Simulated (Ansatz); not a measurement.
# SiAs (quartet): B2PLYP, RPA-PBE over vertical spin and charge gaps, cc-pVTZ

How well do these functionals follow the top wave-function level for SiAs (quartet) over vertical spin and charge gaps?

Program: Ansatz 0.2.0, Gaussian basis. Level of theory: cc-pVTZ, all electrons in the functionals, frozen cores in the correlation of double hybrids and RPA. These are calculated values, not measurements.

Plan: B2PLYP, RPA-PBE, at charge 0, quartet; charge 0, doublet; charge 0, sextet; charge 1, triplet; charge 1, quintet.

20 further runs of the same task are left out: 10 that didn't finish, 10 set aside as unsound or not needed. Runs told in other sessions of the task aren't counted.

## 1. The geometry

The geometry is a PBE0/def2-TZVP stationary point (not a proven minimum). No spin-orbit coupling is included. The filled d shell of As may be among the frozen orbitals whatever the setting's name suggests.

2 atoms, charge 0, spin multiplicity 4.

Atoms are counted from 1 here; the program's logs count them from 0.

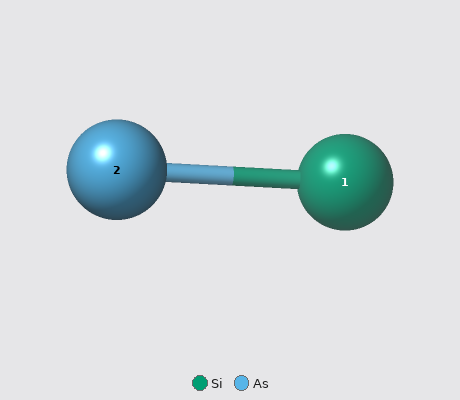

The geometry (silicon teal, arsenic blue); atoms are numbered from 1 in the order of the file.

Coordinates:

```xyz
2

Si    0.0000    0.0000    0.0000
As    0.0000    0.0000    2.4536
```

No dispersion term is added.

The geometry shown and the zero of energy belong to the point charge 0, quartet. The yardstick, UCCSDT(Q), and other wave-function levels (R restricted, U unrestricted, valence and pair active spaces) come from earlier runs.

## 2. B2PLYP, charge 0, quartet

Input file in.yaml:

```yaml
crystal:
  periodic: [false, false, false]
  atoms:
    - {symbol: Si, position_ang: [0.000000, 0.000000, 0.000000]}
    - {symbol: As, position_ang: [0.000000, 0.000000, 2.453600]}
basis:
  gaussian: {orbitals: cc-pVTZ}
magnetization: {spin_polarized: true, initial_magnetization: 3}
hamiltonian: {xc: {name: B2PLYP}}
correlation: {electrons: outside_noble_gas}
```

Started as:

```sh
ansatz run in.yaml --threads 1 --pin off --events-out ev --progress --plain --max-ram 2393MiB
```

What it wrote:

```text
Functional definition: B2PLYP
  name "B2PLYP"
  cite "Grimme, J. Chem. Phys. 124, 034108 (2006) doi:10.1063/1.2148954"
  cite "Becke, Phys. Rev. A 38, 3098 (1988) doi:10.1103/PhysRevA.38.3098"
  cite "Lee, Yang & Parr, Phys. Rev. B 37, 785 (1988) doi:10.1103/PhysRevB.37.785"
  parameter a = 0.53
  parameter c = 0.27
  exchange = (1 - a)*b88_x + a*exact_x
  correlation = (1 - c)*lyp_c + c*(mp2_os + mp2_ss)
495 factors; integrals over basis functions are off by at most 8.3e-4 eV
mean field evaluation 1: about -68700.4838 eV, gradient 4.4e0 eV
mean field evaluation 2: about -68700.5104 eV, gradient 4.4e0 eV
mean field evaluation 4: about -68700.7498 eV, gradient 4.5e-1 eV
mean field evaluation 8: about -68700.7549 eV, gradient 3.3e-2 eV
mean field evaluation 16: about -68700.7550 eV, gradient 1.6e-4 eV
mean field evaluation 32: about -68700.7550 eV, gradient 1.9e-6 eV
mean field -68700.75496914 eV, -2524.7061780717 hartree, gradient 7.0e-7 eV, S^2 3.767529; 7 other end points of the search recorded, 0 dependent functions left out
19 core orbitals not correlated: weight in the atoms' cores, before any rotation towards them, 1.000 or more for the frozen orbitals, at most 0.000 for the correlated occupied ones
reference -68700.75508750 eV, -2524.7061824212 hartree; 6, 3 occupied and 52, 55 virtual orbitals, 495 factors
second order -5.46077807 eV of doubles, -0.00000000 eV of singles
Total energy: -68702.22949758 eV, -2524.7603659923 hartree
```

Wall time 6.5 s (1 thread of Intel Xeon at 2.80GHz, shared host).

From the report: ⟨S²⟩ of the determinant 3.768 (pure quartet: 3.75).

## 3. B2PLYP, charge 0, doublet

Edit in.yaml of step 2 so:

```diff
@@ -7,3 +7,3 @@
   gaussian: {orbitals: cc-pVTZ}
-magnetization: {spin_polarized: true, initial_magnetization: 3}
+magnetization: {spin_polarized: true, initial_magnetization: 1}
 hamiltonian: {xc: {name: B2PLYP}}
```

Same command.

What it wrote:

```text
Functional definition: B2PLYP
  name "B2PLYP"
  cite "Grimme, J. Chem. Phys. 124, 034108 (2006) doi:10.1063/1.2148954"
  cite "Becke, Phys. Rev. A 38, 3098 (1988) doi:10.1103/PhysRevA.38.3098"
  cite "Lee, Yang & Parr, Phys. Rev. B 37, 785 (1988) doi:10.1103/PhysRevB.37.785"
  parameter a = 0.53
  parameter c = 0.27
  exchange = (1 - a)*b88_x + a*exact_x
  correlation = (1 - c)*lyp_c + c*(mp2_os + mp2_ss)
495 factors; integrals over basis functions are off by at most 8.3e-4 eV
mean field evaluation 1: about -68700.5761 eV, gradient 9.0e0 eV
mean field evaluation 2: about -68700.6015 eV, gradient 9.0e0 eV
mean field evaluation 4: about -68701.4522 eV, gradient 9.7e-1 eV
mean field evaluation 8: about -68701.4782 eV, gradient 2.5e-1 eV
mean field evaluation 16: about -68701.5918 eV, gradient 3.8e-3 eV
mean field evaluation 32: about -68701.5918 eV, gradient 2.6e-6 eV
mean field evaluation 64: about -68701.4562 eV, gradient 4.0e-1 eV
mean field -68701.59184753 eV, -2524.7369327851 hartree, gradient 1.4e-6 eV, S^2 1.200306; 9 other end points of the search recorded, 0 dependent functions left out
19 core orbitals not correlated: weight in the atoms' cores, before any rotation towards them, 1.000 or more for the frozen orbitals, at most 0.000 for the correlated occupied ones
reference -68701.59196242 eV, -2524.7369370073 hartree; 5, 4 occupied and 53, 54 virtual orbitals, 495 factors
second order -6.42154410 eV of doubles, -0.00000000 eV of singles
Total energy: -68703.32577932 eV, -2524.8006536034 hartree
```

Wall time 13 s (1 thread of Intel Xeon at 2.80GHz, shared host).

From the report: ⟨S²⟩ of the determinant 1.200 (pure doublet: 0.75).

From charge 0, quartet: -1.096 eV.

## 4. B2PLYP, charge 0, sextet

Edit in.yaml of step 3 so:

```diff
@@ -7,3 +7,3 @@
   gaussian: {orbitals: cc-pVTZ}
-magnetization: {spin_polarized: true, initial_magnetization: 1}
+magnetization: {spin_polarized: true, initial_magnetization: 5}
 hamiltonian: {xc: {name: B2PLYP}}
```

Launched as before.

What it wrote:

```text
Functional definition: B2PLYP
  name "B2PLYP"
  cite "Grimme, J. Chem. Phys. 124, 034108 (2006) doi:10.1063/1.2148954"
  cite "Becke, Phys. Rev. A 38, 3098 (1988) doi:10.1103/PhysRevA.38.3098"
  cite "Lee, Yang & Parr, Phys. Rev. B 37, 785 (1988) doi:10.1103/PhysRevB.37.785"
  parameter a = 0.53
  parameter c = 0.27
  exchange = (1 - a)*b88_x + a*exact_x
  correlation = (1 - c)*lyp_c + c*(mp2_os + mp2_ss)
497 factors; integrals over basis functions are off by at most 8.3e-4 eV
mean field evaluation 1: about -68699.0714 eV, gradient 5.2e0 eV
mean field evaluation 2: about -68699.1073 eV, gradient 5.2e0 eV
mean field evaluation 4: about -68699.3877 eV, gradient 7.7e-1 eV
mean field evaluation 8: about -68699.4044 eV, gradient 7.2e-2 eV
mean field evaluation 16: about -68699.4047 eV, gradient 5.0e-5 eV
mean field -68699.40467359 eV, -2524.6565556255 hartree, gradient 4.0e-6 eV, S^2 8.756525; 0 other end points of the search recorded, 0 dependent functions left out
19 core orbitals not correlated: weight in the atoms' cores, before any rotation towards them, 1.000 or more for the frozen orbitals, at most 0.000 for the correlated occupied ones
reference -68699.40479373 eV, -2524.6565600404 hartree; 7, 2 occupied and 51, 56 virtual orbitals, 497 factors
second order -4.95802200 eV of doubles, -0.00000000 eV of singles
Total energy: -68700.74345967 eV, -2524.7057551063 hartree
```

Run time: 2.7 s. Hardware: 1 thread of Intel Xeon at 2.80GHz, shared host.

From the report: ⟨S²⟩ of the determinant 8.757 (pure sextet: 8.75).

From charge 0, quartet: +1.486 eV.

## 5. B2PLYP, charge 1, triplet

Edit in.yaml of step 4 so:

```diff
@@ -7,3 +7,4 @@
   gaussian: {orbitals: cc-pVTZ}
-magnetization: {spin_polarized: true, initial_magnetization: 5}
+total_charge: 1
+magnetization: {spin_polarized: true, initial_magnetization: 2}
 hamiltonian: {xc: {name: B2PLYP}}
```

Same command.

What it wrote:

```text
Functional definition: B2PLYP
  name "B2PLYP"
  cite "Grimme, J. Chem. Phys. 124, 034108 (2006) doi:10.1063/1.2148954"
  cite "Becke, Phys. Rev. A 38, 3098 (1988) doi:10.1103/PhysRevA.38.3098"
  cite "Lee, Yang & Parr, Phys. Rev. B 37, 785 (1988) doi:10.1103/PhysRevB.37.785"
  parameter a = 0.53
  parameter c = 0.27
  exchange = (1 - a)*b88_x + a*exact_x
  correlation = (1 - c)*lyp_c + c*(mp2_os + mp2_ss)
495 factors; integrals over basis functions are off by at most 8.3e-4 eV
mean field evaluation 1: about -68692.9748 eV, gradient 1.0e1 eV
mean field evaluation 2: about -68693.0084 eV, gradient 1.0e1 eV
mean field evaluation 4: about -68693.8671 eV, gradient 1.4e0 eV
mean field evaluation 8: about -68693.8869 eV, gradient 6.3e-2 eV
mean field evaluation 16: about -68693.8871 eV, gradient 4.3e-4 eV
mean field evaluation 32: about -68693.8857 eV, gradient 9.8e-2 eV
mean field -68693.88708655 eV, -2524.4537880416 hartree, gradient 2.1e-6 eV, S^2 2.006933; 6 other end points of the search recorded, 0 dependent functions left out
19 core orbitals not correlated: weight in the atoms' cores, before any rotation towards them, 1.000 or more for the frozen orbitals, at most 0.000 for the correlated occupied ones
reference -68693.88719963 eV, -2524.4537921973 hartree; 5, 3 occupied and 53, 55 virtual orbitals, 495 factors
second order -5.46911152 eV of doubles, -0.00000000 eV of singles
Total energy: -68695.36385974 eV, -2524.5080584554 hartree
```

Run time: 6.5 s. Hardware: 1 thread of Intel Xeon at 2.80GHz, shared host.

From the report: ⟨S²⟩ of the determinant 2.007 (pure triplet: 2.00).

From charge 0, quartet: +6.866 eV.

## 6. B2PLYP, charge 1, quintet

Edit in.yaml of step 5 so:

```diff
@@ -8,3 +8,3 @@
 total_charge: 1
-magnetization: {spin_polarized: true, initial_magnetization: 2}
+magnetization: {spin_polarized: true, initial_magnetization: 4}
 hamiltonian: {xc: {name: B2PLYP}}
```

Same command.

What it wrote:

```text
Functional definition: B2PLYP
  name "B2PLYP"
  cite "Grimme, J. Chem. Phys. 124, 034108 (2006) doi:10.1063/1.2148954"
  cite "Becke, Phys. Rev. A 38, 3098 (1988) doi:10.1103/PhysRevA.38.3098"
  cite "Lee, Yang & Parr, Phys. Rev. B 37, 785 (1988) doi:10.1103/PhysRevB.37.785"
  parameter a = 0.53
  parameter c = 0.27
  exchange = (1 - a)*b88_x + a*exact_x
  correlation = (1 - c)*lyp_c + c*(mp2_os + mp2_ss)
495 factors; integrals over basis functions are off by at most 8.3e-4 eV
mean field evaluation 1: about -68692.0252 eV, gradient 7.6e0 eV
mean field evaluation 2: about -68692.0653 eV, gradient 7.5e0 eV
mean field evaluation 4: about -68692.5155 eV, gradient 9.7e-1 eV
mean field evaluation 8: about -68692.5278 eV, gradient 4.4e-2 eV
mean field evaluation 16: about -68692.5279 eV, gradient 5.4e-5 eV
mean field evaluation 32: about -68692.5279 eV, gradient 1.9e-6 eV
mean field -68692.52791158 eV, -2524.4038392828 hartree, gradient 8.8e-7 eV, S^2 6.009691; 1 other end points of the search recorded, 0 dependent functions left out
19 core orbitals not correlated: weight in the atoms' cores, before any rotation towards them, 1.000 or more for the frozen orbitals, at most 0.000 for the correlated occupied ones
reference -68692.52802754 eV, -2524.4038435441 hartree; 6, 2 occupied and 52, 56 virtual orbitals, 495 factors
second order -4.55464213 eV of doubles, -0.00000000 eV of singles
Total energy: -68693.75778091 eV, -2524.4490361471 hartree
```

It took 3.7 s on 1 thread of Intel Xeon at 2.80GHz, shared host.

From the report: ⟨S²⟩ of the determinant 6.010 (pure quintet: 6.00).

From charge 0, quartet: +8.472 eV.

## 7. RPA-PBE, charge 0, quartet

Input file in.yaml:

```yaml
crystal:
  periodic: [false, false, false]
  atoms:
    - {symbol: Si, position_ang: [0.000000, 0.000000, 0.000000]}
    - {symbol: As, position_ang: [0.000000, 0.000000, 2.453600]}
basis:
  gaussian: {orbitals: cc-pVTZ}
magnetization: {spin_polarized: true, initial_magnetization: 3}
hamiltonian: {xc: {name: PBE}}
correlation: {method: rpa, electrons: outside_noble_gas}
```

Launched as before.

What it wrote:

```text
Functional definition: PBE
  name "PBE"
  cite "Perdew, Burke & Ernzerhof, Phys. Rev. Lett. 77, 3865 (1996) doi:10.1103/PhysRevLett.77.3865"
  parent pbe
  parameter kappa = 0.804
  parameter beta = 0.06672455060314922
  exchange = pbe_x(kappa = kappa, mu = beta*pi^2/3)
  correlation = pbe_c(beta = beta)
495 factors; integrals over basis functions are off by at most 8.3e-4 eV
mean field evaluation 1: about -68703.2165 eV, gradient 8.3e0 eV
mean field evaluation 2: about -68703.2148 eV, gradient 8.3e0 eV
mean field evaluation 4: about -68703.4677 eV, gradient 3.5e0 eV
mean field evaluation 8: about -68703.5790 eV, gradient 6.4e-2 eV
mean field evaluation 16: about -68703.5791 eV, gradient 7.8e-6 eV
mean field evaluation 32: about -68703.2427 eV, gradient 3.2e-1 eV
mean field evaluation 64: about -68702.8509 eV, gradient 6.8e-1 eV
mean field evaluation 96: about -68703.5782 eV, gradient 6.1e-2 eV
mean field evaluation 128: about -68703.2920 eV, gradient 8.6e-1 eV
mean field -68703.57906260 eV, -2524.8099615921 hartree, gradient 7.2e-7 eV, S^2 3.759302; 13 other end points of the search recorded, 0 dependent functions left out
19 core orbitals not correlated: weight in the atoms' cores, before any rotation towards them, 1.000 or more for the frozen orbitals, at most 0.000 for the correlated occupied ones
reference -68656.56665168 eV, -2523.0822873569 hartree; 6, 3 occupied and 52, 55 virtual orbitals, 495 factors
Total energy: -68665.67158276 eV, -2523.4168874025 hartree
```

Run time: 15 s. Hardware: 1 thread of Intel Xeon at 2.80GHz, shared host.

From the report: ⟨S²⟩ of the determinant 3.759 (pure quartet: 3.75).

## 8. RPA-PBE, charge 0, doublet

Edit in.yaml of step 7 so:

```diff
@@ -7,3 +7,3 @@
   gaussian: {orbitals: cc-pVTZ}
-magnetization: {spin_polarized: true, initial_magnetization: 3}
+magnetization: {spin_polarized: true, initial_magnetization: 1}
 hamiltonian: {xc: {name: PBE}}
```

Same command.

What it wrote:

```text
Functional definition: PBE
  name "PBE"
  cite "Perdew, Burke & Ernzerhof, Phys. Rev. Lett. 77, 3865 (1996) doi:10.1103/PhysRevLett.77.3865"
  parent pbe
  parameter kappa = 0.804
  parameter beta = 0.06672455060314922
  exchange = pbe_x(kappa = kappa, mu = beta*pi^2/3)
  correlation = pbe_c(beta = beta)
495 factors; integrals over basis functions are off by at most 8.3e-4 eV
mean field evaluation 1: about -68703.9177 eV, gradient 1.1e1 eV
mean field evaluation 2: about -68703.9161 eV, gradient 1.1e1 eV
mean field evaluation 4: about -68704.4522 eV, gradient 7.6e0 eV
mean field evaluation 8: about -68704.8672 eV, gradient 1.0e-1 eV
mean field evaluation 16: about -68704.8679 eV, gradient 2.1e-4 eV
mean field evaluation 32: about -68703.2422 eV, gradient 2.5e-6 eV
mean field evaluation 64: about -68704.8581 eV, gradient 2.4e-1 eV
mean field evaluation 96: about -68701.7621 eV, gradient 7.7e0 eV
mean field evaluation 128: about -68704.3414 eV, gradient 2.9e-2 eV
mean field evaluation 160: about -68702.1581 eV, gradient 8.3e0 eV
mean field -68704.86786958 eV, -2524.8573243751 hartree, gradient 2.8e-6 eV, S^2 0.764952; 17 other end points of the search recorded, 0 dependent functions left out
19 core orbitals not correlated: weight in the atoms' cores, before any rotation towards them, 1.000 or more for the frozen orbitals, at most 0.000 for the correlated occupied ones
reference -68656.41323438 eV, -2523.0766493750 hartree; 5, 4 occupied and 53, 54 virtual orbitals, 495 factors
Total energy: -68666.92578210 eV, -2523.4629783783 hartree
```

Run time: 13 s. Hardware: 1 thread of Intel Xeon at 2.80GHz, shared host.

From the report: ⟨S²⟩ of the determinant 0.765 (pure doublet: 0.75).

From charge 0, quartet: -1.254 eV.

## 9. RPA-PBE, charge 0, sextet

Edit in.yaml of step 8 so:

```diff
@@ -7,3 +7,3 @@
   gaussian: {orbitals: cc-pVTZ}
-magnetization: {spin_polarized: true, initial_magnetization: 1}
+magnetization: {spin_polarized: true, initial_magnetization: 5}
 hamiltonian: {xc: {name: PBE}}
```

Same command.

What it wrote:

```text
Functional definition: PBE
  name "PBE"
  cite "Perdew, Burke & Ernzerhof, Phys. Rev. Lett. 77, 3865 (1996) doi:10.1103/PhysRevLett.77.3865"
  parent pbe
  parameter kappa = 0.804
  parameter beta = 0.06672455060314922
  exchange = pbe_x(kappa = kappa, mu = beta*pi^2/3)
  correlation = pbe_c(beta = beta)
497 factors; integrals over basis functions are off by at most 8.3e-4 eV
mean field evaluation 1: about -68701.6340 eV, gradient 9.4e0 eV
mean field evaluation 2: about -68701.6324 eV, gradient 9.4e0 eV
mean field evaluation 4: about -68702.0460 eV, gradient 2.6e0 eV
mean field evaluation 8: about -68702.1190 eV, gradient 6.2e-2 eV
mean field evaluation 16: about -68702.1191 eV, gradient 2.6e-6 eV
mean field -68702.11907500 eV, -2524.7563080374 hartree, gradient 2.6e-6 eV, S^2 8.752106; 0 other end points of the search recorded, 0 dependent functions left out
19 core orbitals not correlated: weight in the atoms' cores, before any rotation towards them, 1.000 or more for the frozen orbitals, at most 0.000 for the correlated occupied ones
reference -68655.96497460 eV, -2523.0601761321 hartree; 7, 2 occupied and 51, 56 virtual orbitals, 497 factors
Total energy: -68664.16047051 eV, -2523.3613550517 hartree
```

Run time: 1.9 s. Hardware: 1 thread of Intel Xeon at 2.80GHz, shared host.

From the report: ⟨S²⟩ of the determinant 8.752 (pure sextet: 8.75).

From charge 0, quartet: +1.511 eV.

## 10. RPA-PBE, charge 1, triplet

Edit in.yaml of step 9 so:

```diff
@@ -7,3 +7,4 @@
   gaussian: {orbitals: cc-pVTZ}
-magnetization: {spin_polarized: true, initial_magnetization: 5}
+total_charge: 1
+magnetization: {spin_polarized: true, initial_magnetization: 2}
 hamiltonian: {xc: {name: PBE}}
```

Launched as before.

What it wrote:

```text
Functional definition: PBE
  name "PBE"
  cite "Perdew, Burke & Ernzerhof, Phys. Rev. Lett. 77, 3865 (1996) doi:10.1103/PhysRevLett.77.3865"
  parent pbe
  parameter kappa = 0.804
  parameter beta = 0.06672455060314922
  exchange = pbe_x(kappa = kappa, mu = beta*pi^2/3)
  correlation = pbe_c(beta = beta)
495 factors; integrals over basis functions are off by at most 8.3e-4 eV
mean field evaluation 1: about -68695.2298 eV, gradient 1.3e1 eV
mean field evaluation 2: about -68695.2284 eV, gradient 1.3e1 eV
mean field evaluation 4: about -68696.1432 eV, gradient 7.7e0 eV
mean field evaluation 8: about -68696.6926 eV, gradient 2.4e-1 eV
mean field evaluation 16: about -68696.6930 eV, gradient 2.7e-5 eV
mean field evaluation 32: about -68696.6845 eV, gradient 2.4e-1 eV
mean field evaluation 64: about -68693.2069 eV, gradient 1.1e1 eV
mean field -68696.69303372 eV, -2524.5569046983 hartree, gradient 2.0e-6 eV, S^2 2.004794; 7 other end points of the search recorded, 0 dependent functions left out
19 core orbitals not correlated: weight in the atoms' cores, before any rotation towards them, 1.000 or more for the frozen orbitals, at most 0.000 for the correlated occupied ones
reference -68649.64898591 eV, -2522.8280678289 hartree; 5, 3 occupied and 53, 55 virtual orbitals, 495 factors
Total energy: -68658.56482555 eV, -2523.1557188923 hartree
```

Run time: 6 s. Hardware: 1 thread of Intel Xeon at 2.80GHz, shared host.

From the report: ⟨S²⟩ of the determinant 2.005 (pure triplet: 2.00).

From charge 0, quartet: +7.107 eV.

## 11. RPA-PBE, charge 1, quintet

Edit in.yaml of step 10 so:

```diff
@@ -8,3 +8,3 @@
 total_charge: 1
-magnetization: {spin_polarized: true, initial_magnetization: 2}
+magnetization: {spin_polarized: true, initial_magnetization: 4}
 hamiltonian: {xc: {name: PBE}}
```

The command is unchanged.

What it wrote:

```text
Functional definition: PBE
  name "PBE"
  cite "Perdew, Burke & Ernzerhof, Phys. Rev. Lett. 77, 3865 (1996) doi:10.1103/PhysRevLett.77.3865"
  parent pbe
  parameter kappa = 0.804
  parameter beta = 0.06672455060314922
  exchange = pbe_x(kappa = kappa, mu = beta*pi^2/3)
  correlation = pbe_c(beta = beta)
495 factors; integrals over basis functions are off by at most 8.3e-4 eV
mean field evaluation 1: about -68694.0267 eV, gradient 1.1e1 eV
mean field evaluation 2: about -68694.0258 eV, gradient 1.1e1 eV
mean field evaluation 4: about -68694.7440 eV, gradient 5.9e0 eV
mean field evaluation 8: about -68695.0435 eV, gradient 4.2e-2 eV
mean field evaluation 16: about -68695.0435 eV, gradient 6.3e-6 eV
mean field evaluation 32: about -68695.0435 eV, gradient 9.6e-7 eV
mean field -68695.04349988 eV, -2524.4962854477 hartree, gradient 9.6e-7 eV, S^2 6.002751; 2 other end points of the search recorded, 0 dependent functions left out
19 core orbitals not correlated: weight in the atoms' cores, before any rotation towards them, 1.000 or more for the frozen orbitals, at most 0.000 for the correlated occupied ones
reference -68649.02496880 eV, -2522.8051356229 hartree; 6, 2 occupied and 52, 56 virtual orbitals, 495 factors
Total energy: -68656.94519728 eV, -2523.0961986510 hartree
```

Wall time 2.6 s (1 thread of Intel Xeon at 2.80GHz, shared host).

From the report: ⟨S²⟩ of the determinant 6.003 (pure quintet: 6.00).

From charge 0, quartet: +8.726 eV.

## 12. Against the wave-function levels

The yardstick is UCCSDT(Q), where the cluster series has nearly closed. It comes from earlier runs at the same points. Energies in eV, counted from charge 0, quartet; blanks weren't run or aren't comparable.

```csv
level,quartet to doublet,quartet to sextet,ionisation to the triplet cation,ionisation to the quintet cation
UCCSDT(Q),,1.282,6.936,8.439
B2PLYP,-1.096,1.486,6.866,8.472
RPA-PBE,-1.254,1.511,7.107,8.726
```

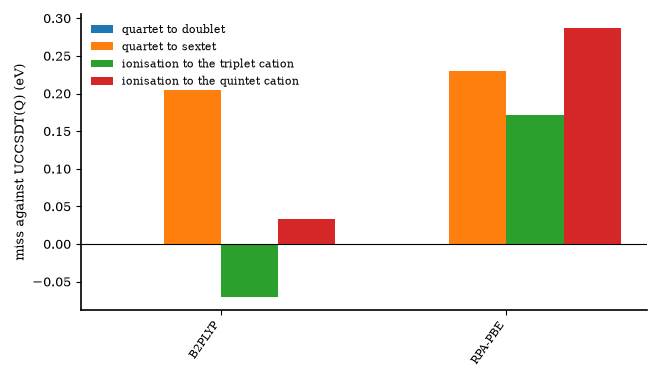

Misses of the gaps against UCCSDT(Q).

Largest miss and mean time a point (UCCSDT(Q) took 87 s a point; shared hosts):

```csv
level,largest miss (eV),where,time a point
B2PLYP,+0.204,quartet to sextet,6.4 s
RPA-PBE,+0.288,ionisation to the quintet cation,7.7 s
```

## 13. What came out

| quantity | value |
| --- | --- |
| quartet to sextet, UCCSDT(Q) | 1.282 eV |
| ionisation to the triplet cation, UCCSDT(Q) | 6.936 eV |
| ionisation to the quintet cation, UCCSDT(Q) | 8.439 eV |
| largest miss, B2PLYP | +0.204 eV (quartet to sextet) |
| largest miss, RPA-PBE | +0.288 eV (ionisation to the quintet cation) |

**Reading.** Misses are known at 3 of 4 points at best, and only functionals with that many are ranked. Of the functionals, B2PLYP keep the smallest largest miss at the points compared (at most 0.204 eV) and RPA-PBE strays most (0.288 eV, at ionisation to the quintet cation). B2PLYP clearly breaks the spin symmetry at some points (⟨S²⟩ up to 0.45 above the pure value), so energy there is bought with a mixed spin. Functionals and the yardstick converge differently with the basis, so part of each miss in cc-pVTZ is the basis.
